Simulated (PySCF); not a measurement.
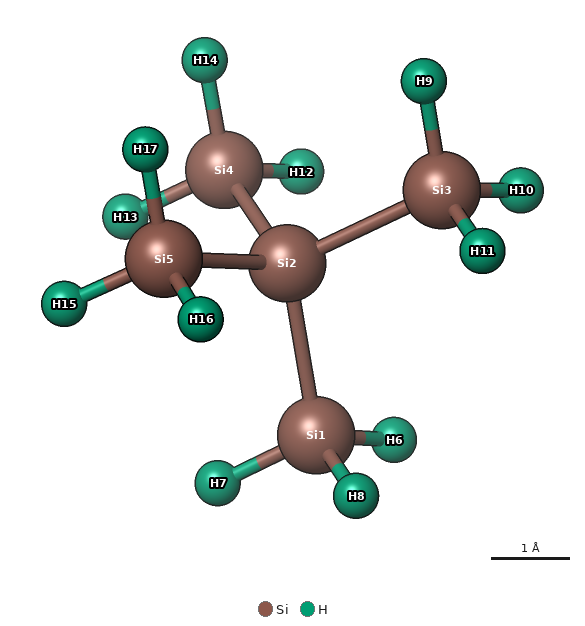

Fig. 1: The structure as given in the input (ball-and-stick view, seen at a tilt; atoms are numbered from 1 in the order of the input). Bond lengths as drawn: H–Si 1.50 Å and Si–Si 2.34 Å.

# Excited-state calculation of Si₅H₁₂

- system: Si₅H₁₂, SMILES [SiH3][Si]([SiH3])([SiH3])[SiH3]
- method: TDDFT CAM-B3LYP/def2-SVPD, vertical, gas phase, core orbitals frozen in the response (PySCF 2.14.0)

The geometry comes from this level: PBE0-D3(BJ)/def2-SVP.

**Input file**
```
{"job": {"kind": "uv", "xc": "CAM-B3LYP", "basis": "def2-SVPD", "ip": true}, "charge": 0, "multiplicity": 1}
Si    -0.205077    -1.024987    -2.094479
Si    -0.009245     0.008737    -0.001158
Si    -0.131402     2.333321    -0.259426
Si    -1.728606    -0.735277     1.404673
Si     2.051774    -0.563160     0.955824
H     -1.521901    -0.684530    -2.716626
H     -0.113394    -2.510278    -1.943257
H      0.891206    -0.560653    -2.999899
H      0.027576     3.007752     1.065978
H     -1.453741     2.718672    -0.842541
H      0.956224     2.801348    -1.173527
H     -3.061912    -0.389899     0.821520
H     -1.643891    -2.219398     1.571986
H     -1.608569    -0.090989     2.749138
H      2.134595    -2.044674     1.144588
H      3.174645    -0.124924     0.070354
H      2.199179     0.102400     2.287272
```

The first line tells a small driver script what to run in PySCF; the rest is the geometry in Å.

Launched with:
```bash
OMP_NUM_THREADS=1 python <driver script> task.json out
```

**The program's output**
```
coarse grid: 15560 points
cycle   1  E = -1454.0208799673  dE = -4.737e-01  |g| = 1.972e-01  |ddm| = 4.466e+00
cycle   2  E = -1454.0363881160  dE = -1.551e-02  |g| = 7.260e-02  |ddm| = 6.629e-01
cycle   3  E = -1454.0384419841  dE = -2.054e-03  |g| = 2.997e-02  |ddm| = 3.020e-01
cycle   4  E = -1454.0388263942  dE = -3.844e-04  |g| = 7.624e-03  |ddm| = 9.121e-02
cycle   5  E = -1454.0388487588  dE = -2.236e-05  |g| = 5.953e-04  |ddm| = 2.618e-02
cycle   6  E = -1454.0388490778  dE = -3.190e-07  |g| = 1.138e-04  |ddm| = 2.481e-03
final grid: 124096 points
cycle   7  E = -1454.2228476023  dE = -4.908e-06  |g| = 4.498e-04  |ddm| = 3.332e-02
cycle   8  E = -1454.2228476889  dE = -8.651e-08  |g| = 1.904e-04  |ddm| = 3.727e-03
cycle   9  E = -1454.2228477034  dE = -1.454e-08  |g| = 8.205e-05  |ddm| = 8.034e-04
cycle  10  E = -1454.2228477064  dE = -3.030e-09  |g| = 1.152e-05  |ddm| = 2.972e-04
cycle  11  E = -1454.2228477065  dE = -9.368e-11  |g| = 3.985e-06  |ddm| = 5.991e-05
```

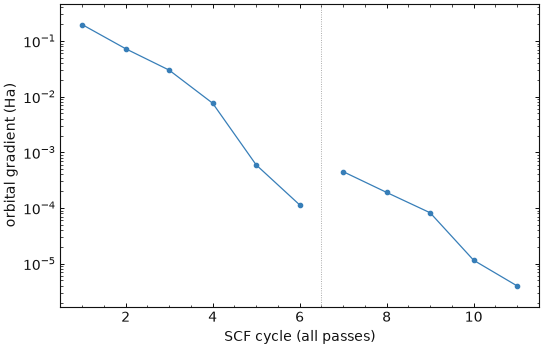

Fig. 2: Convergence of the self-consistent field: orbital gradient against the SCF cycle. The dotted line marks the change from a coarse to the final integration grid. The first 6 cycles use a coarse grid, the final grid takes over at cycle 7, and the field converges after 11 cycles in all.

```
converged SCF energy = -1454.2228477065

Static polarisability (au): isotropic 154.196, principal 153.941 154.189 154.458

Singlet excitations
state   eV       nm        f      main configurations
  1   6.6895    185.3   0.00001   H-1->L 0.26, H->L+1 0.25, H->L+5 0.09
  2   6.6925    185.3   0.00000   H->L+2 0.29, H-2->L 0.24, H->L+4 0.17
  3   6.6953    185.2   0.00000   H-1->L+2 0.28, H-2->L+1 0.25, H-1->L+4 0.12
  4   6.8853    180.1   0.00569   H->L+5 0.31, H->L+1 0.18, H-1->L+5 0.13
  5   6.8897    180.0   0.00715   H->L+4 0.19, H-1->L+4 0.15, H-1->L+5 0.13
  6   6.8919    179.9   0.00782   H-2->L+4 0.41, H->L 0.09
  7   6.8971    179.8   0.00117   H-1->L 0.26, H->L+1 0.13, H->L 0.11
  8   6.9092    179.4   0.00060   H-2->L+1 0.24, H-1->L+2 0.19, H-2->L+2 0.16
  9   6.9586    178.2   0.00016   H->L+4 0.24, H-1->L+5 0.22
 10   6.9671    178.0   0.00008   H-1->L+4 0.20, H-2->L+4 0.11, H->L+5 0.10

Triplet excitations (Tamm-Dancoff, eV): 6.0516 6.0537 6.0557 6.1092
Vertical ionisation energy (delta-SCF) = 9.7167 eV
```

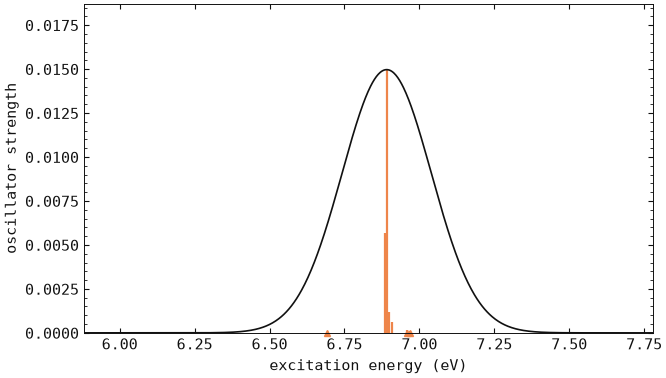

Fig. 3: Computed excitations as sticks (degenerate states added up, dark ones marked on the axis), with a Gaussian envelope of 0.35 eV full width at half maximum, scaled to the tallest. Of the 10 states the lowest lies at 6.69 eV (f = 0.000); the strongest line is at 6.89 eV, or 180 nm (f = 0.015, summed over 2 states that lie within 0.004 eV).

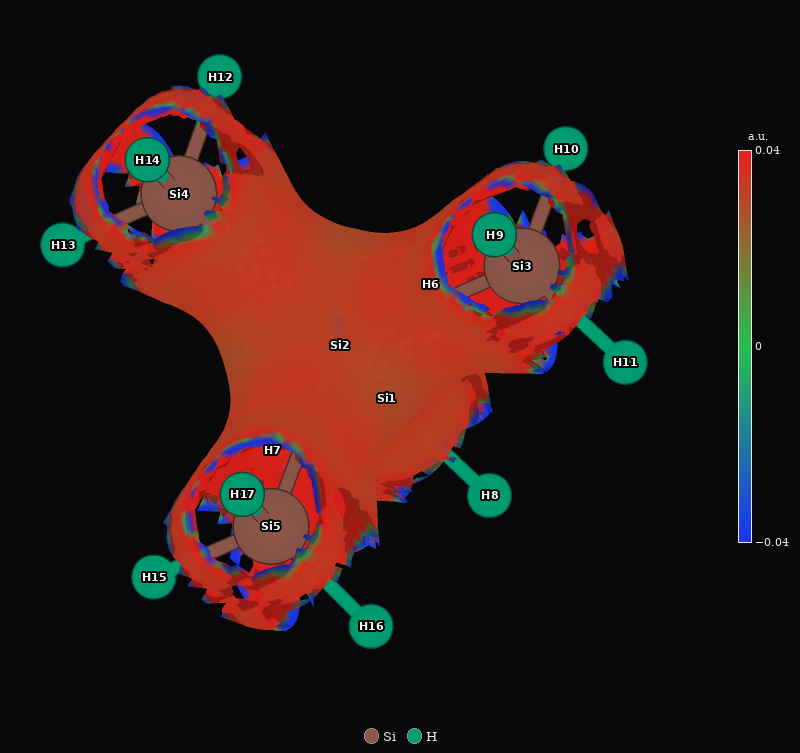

Fig. 4: Non-covalent interaction (NCI) plot: the surface where the reduced density gradient is 0.6, for densities under 0.05 a.u., coloured by sign(λ₂)ρ; seen from the side. Broad surface: van der Waals contact with attractive (blue) spots.

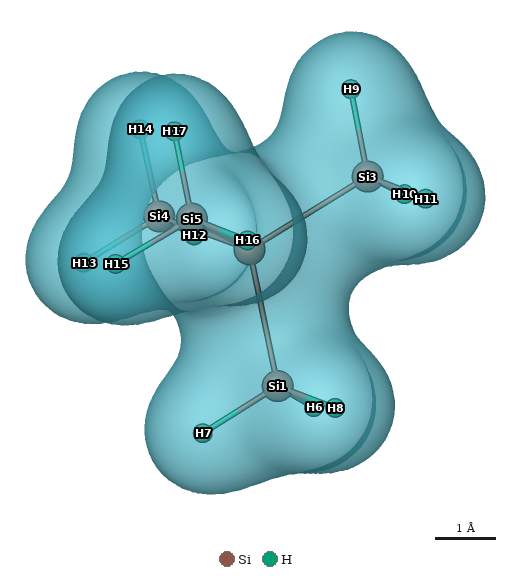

Fig. 5: Isosurface of the electron density at 0.05 e/Å³ (cyan), seen face on. At this value the surface is in one piece. On the grid the lowest density along these lines, outside the cores, is 0.62 e/Å³ (Si–Si, 2.34 Å) and 0.76 e/Å³ (Si–H, 1.50 Å).

**Summary**

- outcome: converged
- total energy: −1454.222848 hartree
- HOMO: −9.21 eV
- LUMO: 0.71 eV
- dipole moment: 0.02 D
- mean polarisability: 154.20 a.u.
- vertical ionisation energy: 9.72 eV
- lowest singlet excitation: 6.69 eV
- hardware: 1 CPU thread, shared host
- wall time: 7.2 min
- peak memory: 1.3 GiB
